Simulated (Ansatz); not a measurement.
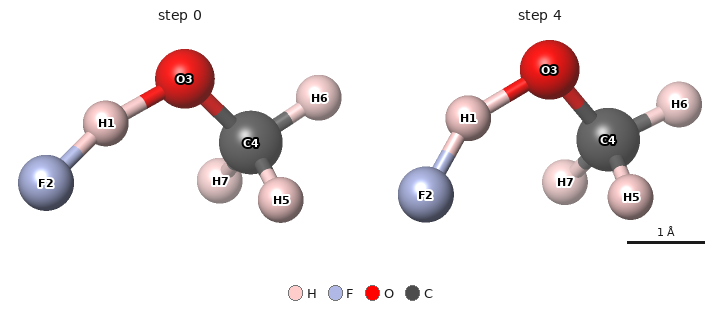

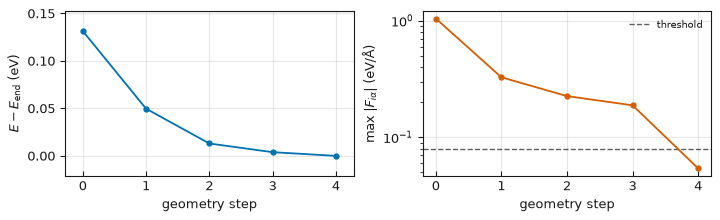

First and last geometry of a constrained relaxation of CH$_{4}$FO (multiplicity 2), with the history of the run. A ball-and-stick model, seen at a tilt.

The reaction that was planned forms H1–O3 and breaks H1–F2 (atoms numbered from 1 in input order).

All numbers below come from UKS PBE0-D4/def2-SVP (Ansatz 0.2.0). (held fixed: the distance between atoms 1 (H) and 3 (O), the distance between atoms 1 (H) and 2 (F), counting from 1; force threshold 0.08 eV/Å; at most 120 steps)

Question: Did the run converge, and what did it change?

Answer: It converged. The energy falls by 0.131 eV in 4 geometry steps. Largest force component: 1 eV/Å at the start, 0.054 eV/Å at the end. F2 moves most after the best rigid fit: 0.36 Å. By element the largest moves are F 0.36 Å, H 0.25 Å, O 0.16 Å, C 0.06 Å. Among the contacts that change: O3–C4 1.343 → 1.365 Å, C4–H5 1.108 → 1.116 Å, C4–H7 1.101 → 1.105 Å. Bond angles that change, for instance: H1–O3–C4 113.1° → 103.7°, O3–C4–H5 111.6° → 105.6°, H6–C4–H7 109.6° → 114.2°. Cost: 6.5 s on 2 threads of Intel Xeon 6975P-C, with other jobs on the host.
